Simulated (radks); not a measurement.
# Atomic calculation for Co

Atomic cobalt (Co) in the configuration [Ar] 3d7 4s2 (high spin). Computed at this level: scalar-relativistic Kohn-Sham, BLYP, spin-polarised, spherical densities, finite nucleus (the in-house radial solver radks).

### Results in brief

| quantity | value |
| --- | --- |
| outcome | converged |
| total energy | −1393.5553 hartree |
| kinetic energy | 1411.6226 hartree |
| electron–nucleus energy | −3338.0929 hartree |
| Hartree energy | 592.659088 hartree |
| exchange–correlation energy | −59.744142 hartree |
| radius at density 0.001 e/bohr³ | 4.39 bohr |
| SCF iterations | 20 |
| hardware | 1 CPU thread, shared host |

### The input
```
Z 27
configuration [Ar] 3d7 4s2
relativity scalar-relativistic
functional b88,lyp
spin polarised
nucleus finite rms 3.7875 fm
c 137.035999084
```

Energies in input and log are in hartree, lengths in bohr (the nuclear radius in fm).

### Log
```
1s      1   1.0000        -279.11491518
2s      1   1.0000         -33.05478384
2p      1   3.0000         -28.31385775
3s      1   1.0000          -3.80199699
3p      1   3.0000          -2.45278021
3d      1   5.0000          -0.34037180
4s      1   1.0000          -0.20677706
1s      2   1.0000        -279.11483633
2s      2   1.0000         -32.99896562
2p      2   3.0000         -28.27143622
3s      2   1.0000          -3.68030464
3p      2   3.0000          -2.33453284
3d      2   2.0000          -0.23807445
4s      2   1.0000          -0.18949864
Etot -1393.5553459999248
Ekin 1411.622593605859
Encl -3338.0928854663944
Eh 592.6590879045564
Exc -59.74414204394597
err 5.096356236015141e-09
it 20
```

### Orbitals

| orbital | occupation | energy (eV) | ⟨r⟩ (bohr) | outer maximum (bohr) |
| --- | --- | --- | --- | --- |
| 1s up | 1 | −7595.1 | 0.05619 | 0.0368 |
| 1s down | 1 | −7595.1 | 0.05619 | 0.0368 |
| 2s up | 1 | −899.466 | 0.2557 | 0.213 |
| 2s down | 1 | −897.948 | 0.2554 | 0.213 |
| 2p up | 3 | −770.459 | 0.2251 | 0.172 |
| 2p down | 3 | −769.305 | 0.2248 | 0.172 |
| 3s up | 1 | −103.458 | 0.7728 | 0.668 |
| 3s down | 1 | −100.146 | 0.7753 | 0.669 |
| 3p up | 3 | −66.744 | 0.8144 | 0.677 |
| 3p down | 3 | −63.526 | 0.8191 | 0.678 |
| 3d up | 5 | −9.262 | 1.049 | 0.664 |
| 3d down | 2 | −6.478 | 1.118 | 0.671 |
| 4s up | 1 | −5.627 | 2.847 | 2.27 |
| 4s down | 1 | −5.157 | 2.957 | 2.35 |

### Slater integrals of the outer shells (hartree)

| integral | value |
| --- | --- |
| F0(4s,4s) | 0.3183 |
| F0(4s,3d) | 0.4081 |
| G2(4s,3d) | 0.0484 |
| F0(4s,3p) | 0.4177 |
| G1(4s,3p) | 0.0216 |
| F0(3d,3d) | 0.8983 |
| F2(3d,3d) | 0.4060 |
| F4(3d,3d) | 0.2508 |
| F0(3d,3p) | 0.9909 |
| F2(3d,3p) | 0.4606 |
| G1(3d,3p) | 0.5701 |
| G3(3d,3p) | 0.3438 |
| F0(3p,3p) | 1.1108 |
| F2(3p,3p) | 0.5542 |

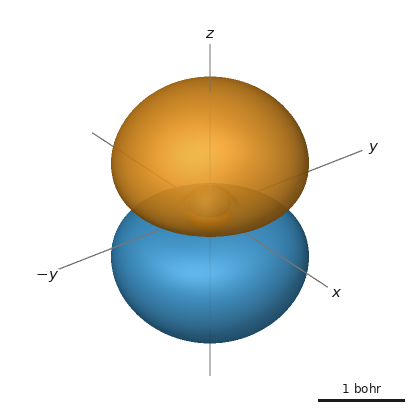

The 3p(z) orbital of up spin. The radial function comes from the spherical calculation and is multiplied by a real spherical harmonic; the overall sign is chosen so that the largest lobe of P(r) is positive; at the scalar-relativistic level it is the large component. The surface of constant |ψ| that holds about 95 % of the electron is drawn, orange where ψ is positive and blue where it is negative. It has the nodal plane xy and 1 radial node, at r = 0.284 bohr. The outermost maximum of P² lies at 0.677 bohr, ⟨r⟩ = 0.814 bohr, 90 % of the charge lies within 1.26 bohr, and the eigenvalue is −66.7 eV, with 3 electrons in the shell for this spin.

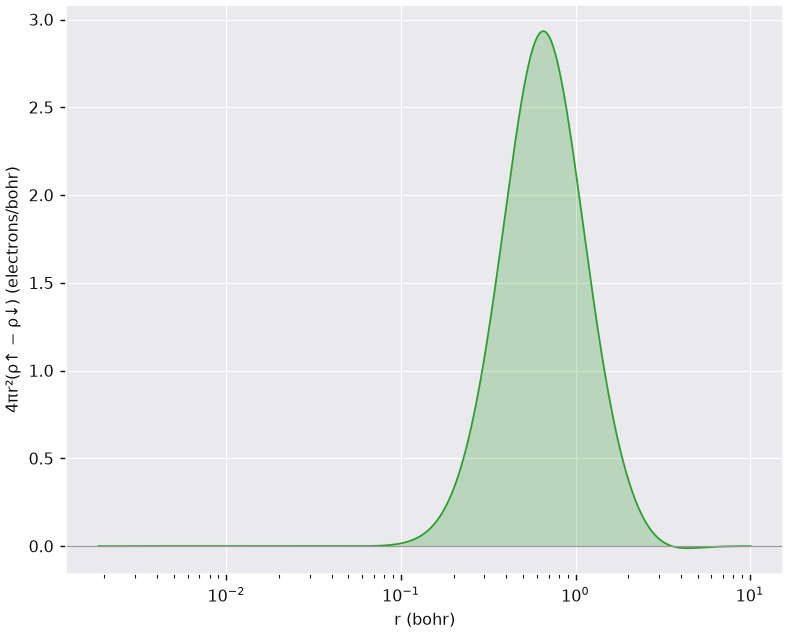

The radial spin density. The curve integrates to 3 unpaired electrons, held by 3d (+3). Its largest value, 2.93 electrons/bohr, lies near r = 0.65 bohr. Regions of the opposite sign hold 0.026 electrons in all, from the polarisation of filled shells.
